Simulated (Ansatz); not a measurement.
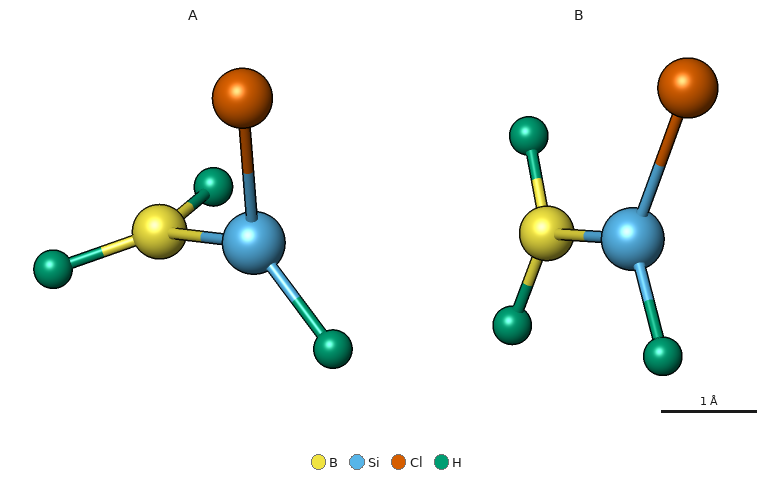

Two geometries of BSiH3Cl (charge +1), drawn at one scale. One is the start of a relaxation, the other its converged end. Style: ball-and-stick. Shown from a free direction.

All numbers below come from RKS PBE0-D4/def2-TZVP (Ansatz). Set-up: force threshold 0.005 eV/Å; at most 200 steps.

Which one is relaxed?

Answer. Structure A is the relaxed one. The energy falls by 25.2 kJ/mol in 12 accepted moves (14 points after the start). Largest force component: 1 eV/Å at the start, 0.0015 eV/Å at the end. The line search rejected the trial steps at points 10, 13 of the run. The atom that moves furthest after the best rigid fit is an H atom (1.09 Å). Largest moves by element: H 1.09 Å, Cl 0.68 Å, Si 0.09 Å, B 0.03 Å. Among the contacts that change: B–Si 1.972 → 2.009 Å, B–H 1.169 → 1.189 Å, H–Si 1.464 → 1.478 Å, Cl–Si 1.955 → 1.966 Å. Among the angles between lasting bonds that change: H–B–H 117.7° → 124.1°, B–Si–Cl 123.8° → 118.1°, Si–B–H 122.1° → 118.0°. Groups turn about B–Si by about 90°. The run took 87 s on 2 threads of AMD EPYC 7R43 64-Core, on a shared host.
